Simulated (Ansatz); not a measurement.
Cost and result by functional for the surface energy of the (310) surface of alpha tin in its 1x1 cell, outermost plane spacing 1.05 Å in the ideal cut, in Ansatz (plane waves, PAW). Single points on the PBE structure, on one kind of machine; costs are rough ratios of the slab run's core time (references not counted) to the cheapest single point. r2SCAN's cost holds its higher cutoff (500 against 420 eV). Differences are taken against r2SCAN for comparison alone: no measured value is at hand, so the table doesn't rank accuracy.

Slab: 22 atoms, 10.5 Å thick at the start; k 6x4x1, smearing 0.1 eV, dipole-corrected; all atoms relaxed; symmetry of the start imposed; no spin, no spin-orbit, no U. These notes are the PBE run's.

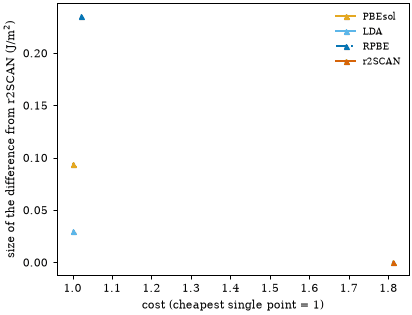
Figure. Difference from r2SCAN against cost

```tsv
functional	relative cost	surface energy (J/m²)	less r2SCAN (J/m²)
PBEsol	1	0.62	-0.09
LDA	1	0.69	-0.03
RPBE	1	0.48	-0.24
r2SCAN	2	0.72	0.00
PBE (the relaxed run's value)	–	0.55	-0.17
```

The values span 0.24 J/m², while the single points' costs differ by a factor of roughly 2. Differences are of unrounded values.

Ansatz is an electronic-structure program.
